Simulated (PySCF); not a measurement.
**C$_{3}$H$_{7}$ClO$_{2}$Si$_{2}$: density, localisation and related maps**

```tsv
atom	x (Å)	y (Å)	z (Å)
C	1.5913	-1.0650	-1.3286
C	0.7071	-0.8433	-0.3658
O	0.0132	-1.8841	0.1981
Si	-1.0446	-1.5244	1.3914
O	-0.9065	0.1132	1.4600
Si	0.1753	0.7953	0.4423
C	-0.6634	2.0464	-0.6985
Cl	1.6487	1.6151	1.5300
H	1.7963	-2.0567	-1.6949
H	2.1341	-0.2473	-1.7650
H	-0.5646	-2.0556	2.6517
H	-2.3944	-1.8117	0.9475
H	0.0662	2.5141	-1.3510
H	-1.1410	2.8315	-0.1199
H	-1.4219	1.5805	-1.3194
```

Geometry: GFN2-xTB.

The calculation used PySCF 2.14.0, wB97X-D/def2-SVPD, SCF density, gas phase.

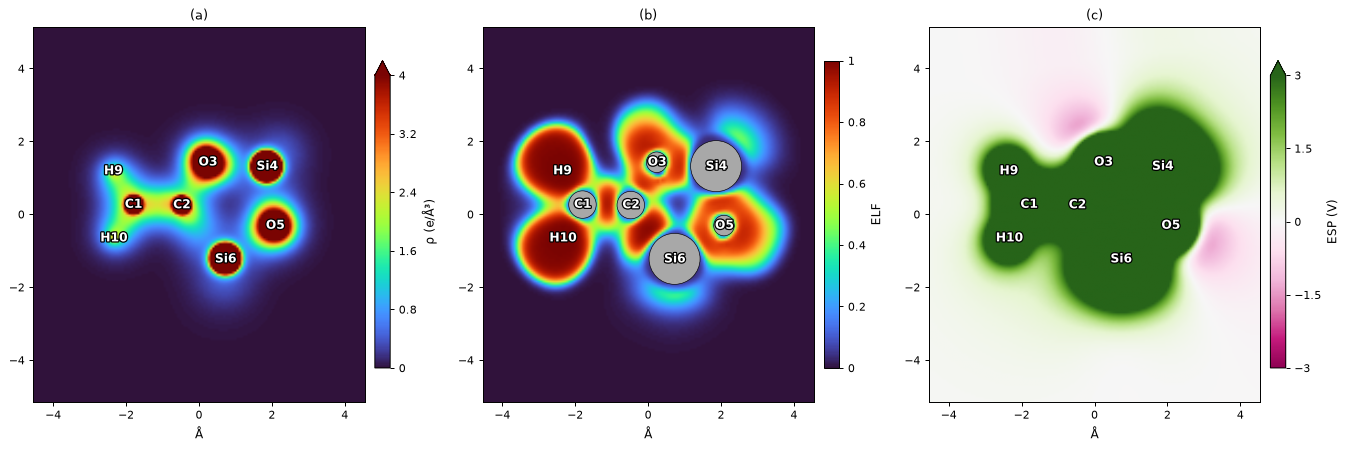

Figure 1. (a) electron density; (b) ELF; (c) molecular electrostatic potential on the plane of atoms C2, O3 and Si4. Grey discs cover the atomic cores in the ELF map.

Question: Interpret the plot.

Answer:
- The section cuts through C, O, Si and H sites.
- C–C (1.33 Å): the density is about 2.3 e/Å³ at the midpoint; the ELF peaks at about 0.95 between the atoms (a short, multiple covalent bond).
- C–O (1.37 Å): the density is about 2.2 e/Å³ at the midpoint, with its minimum of 1.8 e/Å³ about 0.5 Å from C; the ELF peaks at about 0.90 between the atoms (a polar covalent bond).
- Si–O (1.63 Å): ρ is about 1.1 e/Å³ halfway; the ELF peaks at about 0.85 between the atoms: a shared but strongly polarised pair.
- C–Si (1.90 Å): ρ is about 0.97 e/Å³ halfway; the ELF peaks at about 1 between the atoms; localised, covalent bonding.
- C–H (1.07 Å): ρ is about 2 e/Å³ halfway; the ELF climbs to about 1 towards the hydrogen, as it does in any bond to H: a covalent bond by its length.
- The ELF also peaks beside O5 and O3, away from the bonds: lone-pair regions.
- Outside the dense part of the molecule the potential is most negative (−1.3 V) near O3.

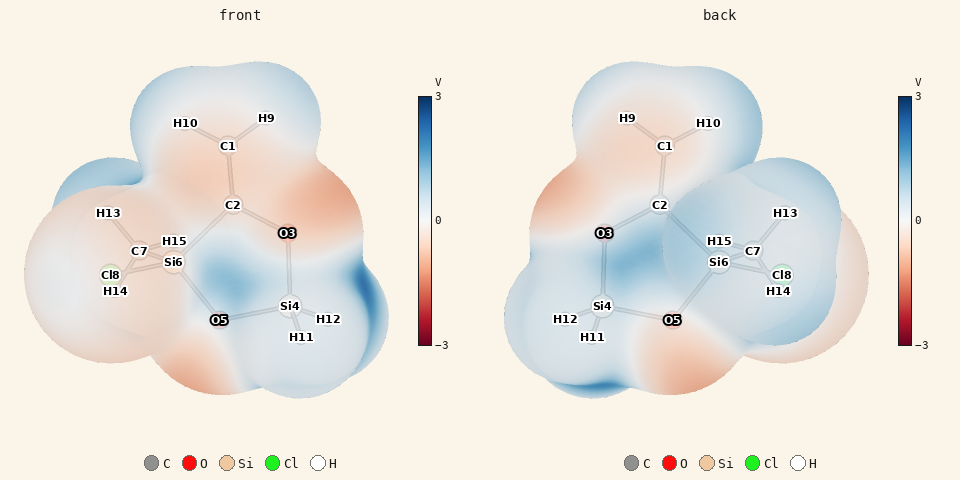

Figure 2. The electrostatic potential painted on the density surface at 0.002 e/bohr³, seen from the front and from behind; red is negative and blue positive.

Question: Which sites attract a positive test charge, and which a negative one?

Answer: A positive charge is drawn to the negative regions and a negative charge to the positive ones. The most negative region (about −1.0 V) lies over O3 and O5, the most positive (about +1.9 V) over Si4.

Question: How polar is the molecule by this calculation?

Answer: Its dipole moment is 1.47 D.
